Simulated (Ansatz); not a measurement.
CH9NSi3

The calculation's input:

```
crystal:
  periodic: [false, false, false]
  atoms:
    - {symbol: C, position_ang: [-0.223492, 2.346895, 0.396695]}
    - {symbol: Si, position_ang: [-1.361663, 1.017303, -0.349641]}
    - {symbol: N, position_ang: [-0.354567, -0.402932, -0.227049]}
    - {symbol: Si, position_ang: [-1.006619, -1.918813, -0.812488]}
    - {symbol: Si, position_ang: [1.264228, -0.449474, 0.434355]}
    - {symbol: H, position_ang: [0.706828, 2.456724, -0.173760]}
    - {symbol: H, position_ang: [0.054623, 2.118502, 1.432689]}
    - {symbol: H, position_ang: [-0.732814, 3.313304, 0.393031]}
    - {symbol: H, position_ang: [-1.052182, -2.919202, 0.286724]}
    - {symbol: H, position_ang: [-2.375127, -1.668393, -1.326246]}
    - {symbol: H, position_ang: [-0.148695, -2.464705, -1.897407]}
    - {symbol: H, position_ang: [1.753967, -1.851446, 0.342229]}
    - {symbol: H, position_ang: [1.276901, -0.035196, 1.860109]}
    - {symbol: H, position_ang: [2.185714, 0.428134, -0.330541]}
basis:
  gaussian: {orbitals: def2-TZVPP}
hamiltonian: {xc: pbe0, dispersion: d4}
output: {orbitals: {seedname: orbitals}}
```

Run with:

```sh
ansatz run in.yaml --threads 4 --pin off --events-out ev --progress --plain --max-ram 10444MiB
```

Geometry: PBE0-D4/def2-TZVP.

These are results of Ansatz 0.2.0, RKS PBE0-D4/def2-TZVPP, not measurements.

Question: Predict the electron density and electron localisation function between the atoms.

Answer: Si–N (1.75 Å): ρ is about 1 e/Å³ halfway; the ELF peaks at about 0.90 between the atoms (a shared but strongly polarised pair).
C–Si (1.90 Å): ρ at the midpoint is about 0.92 e/Å³; the ELF peaks at about 0.95 between the atoms: localised, covalent bonding.
C–H (1.09 Å): the density is about 1.9 e/Å³ at the midpoint; the ELF climbs to about 1 towards the hydrogen, as it does in any bond to H; a covalent bond by its length.
Si–H (1.48 Å): ρ at the midpoint is about 0.83 e/Å³; the ELF climbs to about 1 towards the hydrogen.

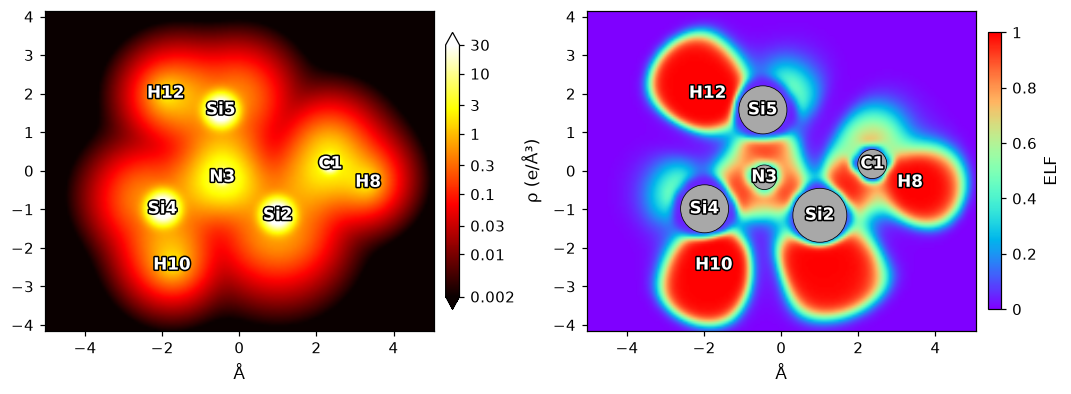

Computed electron density and electron localisation function on the plane of atoms Si2, C1 and H8, in this order. Grey discs cover the atomic cores in the ELF map. 
